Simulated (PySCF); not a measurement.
**C5H3O2: EPR calculation**

C5H3O2, multiplicity 2, computed with UKS B3LYP, pcH-1 on C H O, non-relativistic, mean-field spin-orbit, GIAO (PySCF 2.14.0).

It belongs to a series of runs on one base structure; here: H removed from aryl C.

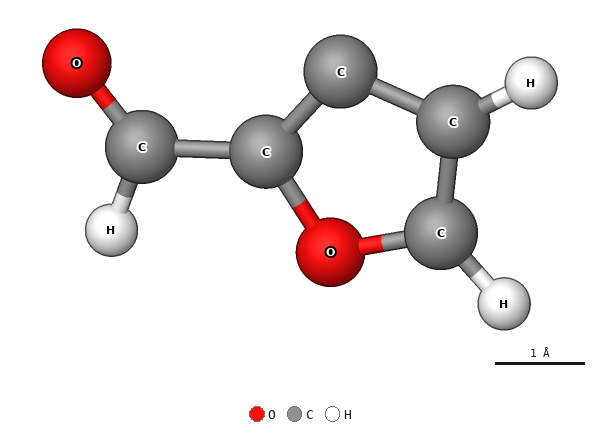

Figure 1. The structure (ball-and-stick view, seen at a tilt). Bond lengths as drawn: C–C 1.37 to 1.45 Å, C–H 1.07 to 1.11 Å and C–O 1.20 to 1.37 Å.

## Input
```
{"job": {"kind": "epr", "basis": "pcH-1"}, "charge": 0, "multiplicity": 2}
O      2.826204     0.921456     0.245975
C      2.068644     0.023126    -0.018045
C      0.624983     0.106199     0.020410
C     -0.243994     1.117729     0.335731
C     -1.554089     0.658780     0.212827
C     -1.409384    -0.646766    -0.182347
O     -0.124101    -0.991046    -0.301624
H      2.426382    -0.979224    -0.321465
H     -2.462960     1.194084     0.386215
H     -2.142801    -1.399681    -0.400204
```

The first line tells a small driver script what to run in PySCF; the rest is the geometry in Å.

Run on 1 CPU thread, shared host.

Launch command:
```bash
OMP_NUM_THREADS=1 python <driver script> task.json out
```

## Log
```
UKS, coarse grid
  cycle   1  E = -342.49896890  |g| = 6.50e-01
  cycle   2  E = -341.02335838  |g| = 1.73e+00
  cycle   3  E = -342.59698647  |g| = 3.48e-01
  cycle   4  E = -342.66164952  |g| = 1.07e-01
  cycle   5  E = -342.66603848  |g| = 4.29e-02
  cycle   6  E = -342.66666944  |g| = 2.82e-02
  cycle   7  E = -342.66700466  |g| = 5.76e-03
  cycle   8  E = -342.66702615  |g| = 2.80e-03
  cycle   9  E = -342.66703537  |g| = 1.73e-03
  cycle  10  E = -342.66703956  |g| = 1.04e-03
  cycle  11  E = -342.66704279  |g| = 5.10e-04
UKS, final grid
  cycle   1  E = -342.66704417  |g| = 6.85e-04
  cycle   2  E = -342.66704383  |g| = 1.23e-03
  cycle   3  E = -342.66704458  |g| = 2.14e-04
  cycle   4  E = -342.66704463  |g| = 1.32e-04
  cycle   5  E = -342.66704470  |g| = 1.20e-04
  cycle   6  E = -342.66704471  |g| = 1.64e-05
  cycle   7  E = -342.66704471  |g| = 5.93e-06
E = -342.66704471 Eh   <S^2> = 0.7593 (exact 0.7500)
g shifts (ppm)      1          2          3
  rmc          -168       -168       -168
  gc             35         18          9
  oz_so       -1108       -170        535
  total       -1240       -320        377
hyperfine (MHz)  atom isotope    a_iso     a_fc   dipolar eigenvalues
    0   17O       0.69       0.69     -4.51     -2.93      7.45
    1   13C       2.78       2.78     -1.66      0.02      1.64
    2   13C      66.20      66.20    -16.11     -1.42     17.52
    3   13C     543.35     543.35    -79.35    -59.95    139.30
    4   13C      31.61      31.61    -11.79     -2.75     14.54
    5   13C      59.64      59.64     -4.95      0.29      4.66
    6   17O     -11.00     -11.00    -18.80      6.58     12.22
    7    1H      -2.01      -2.01     -1.48     -1.33      2.81
    8    1H      23.69      23.69     -6.48     -5.35     11.83
    9    1H       9.41       9.41     -3.24     -2.61      5.85
```

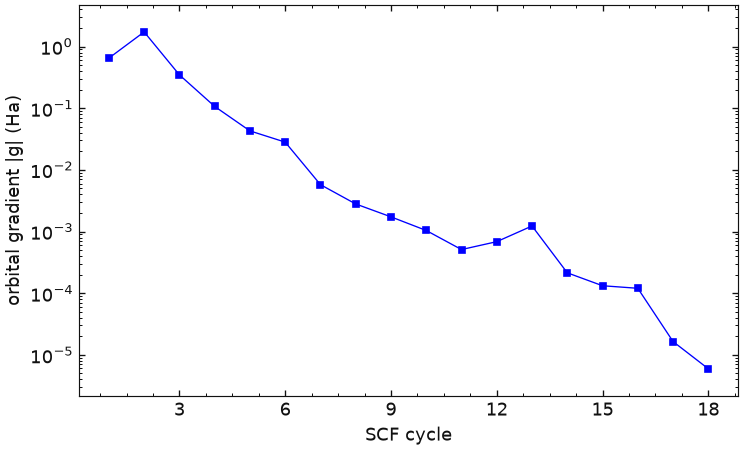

Figure 2. Convergence of the self-consistent field: orbital gradient |g| against the SCF cycle. All cycles printed in the log are drawn one after another.

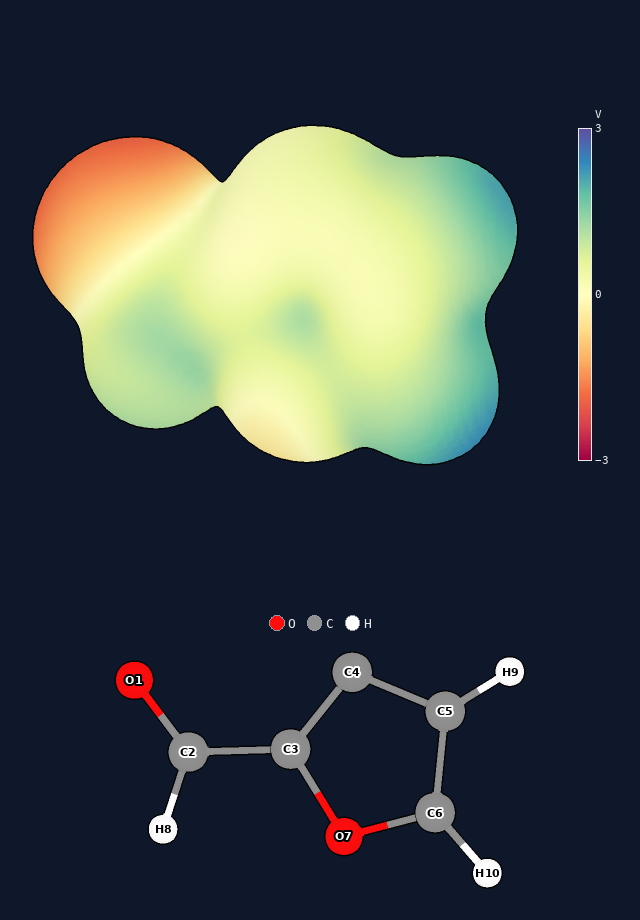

Figure 3. The molecular electrostatic potential painted on the density surface at 0.004 e/bohr³, seen at a tilt; the colour scale runs from red (negative) to blue (positive). The bare structure is drawn below in the same view.

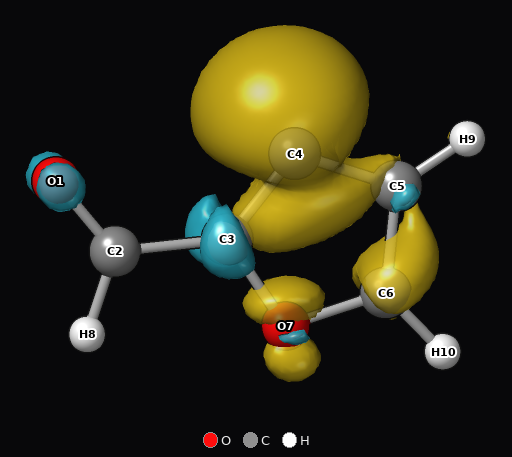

Figure 4. Isosurfaces of the spin density (α minus β) at +0.02 (yellow) and −0.02 e/Å³ (cyan), seen at a tilt. The unpaired spin (1 electron) lies mostly on C4 (about 0.8), in electrons by Hirshfeld's partition.

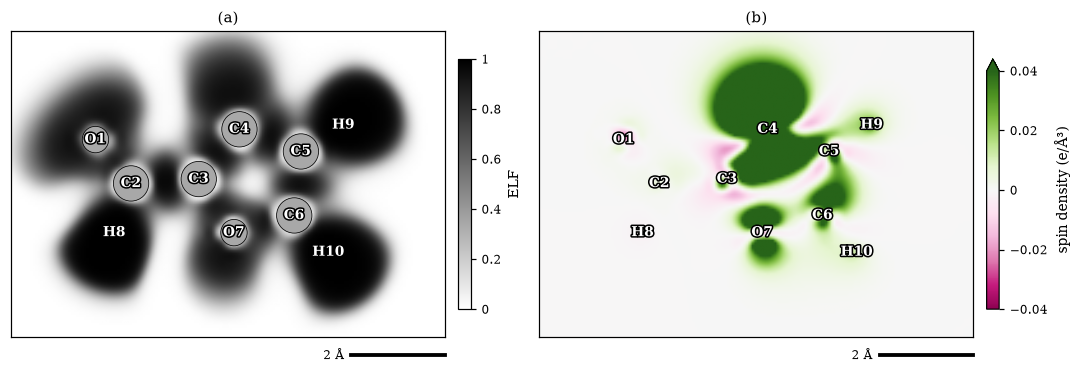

Figure 5. (a) electron localisation function; (b) spin density on the molecular plane. Grey discs, where drawn, cover atomic cores. C–O (1.20 Å): the ELF peaks at about 0.85 between the atoms (a multiple bond by its length, whose ELF region spreads away from the axis). C–C (1.37 Å): the ELF peaks at about 0.95 between the atoms, which marks localised, shared-pair bonding. C–O (1.34 Å): the ELF peaks at about 0.90 between the atoms (a shared but strongly polarised pair). The unpaired spin (1 electron) lies mostly on C4 (about 0.8), in electrons by Hirshfeld's partition.

## Key numbers

| quantity | value |
| --- | --- |
| outcome | converged |
| total energy | −342.667045 hartree |
| ⟨S²⟩ | 0.759 |
| isotropic g | 2.0019 |
| wall time | 93 s |
| peak memory | 0.8 GiB |
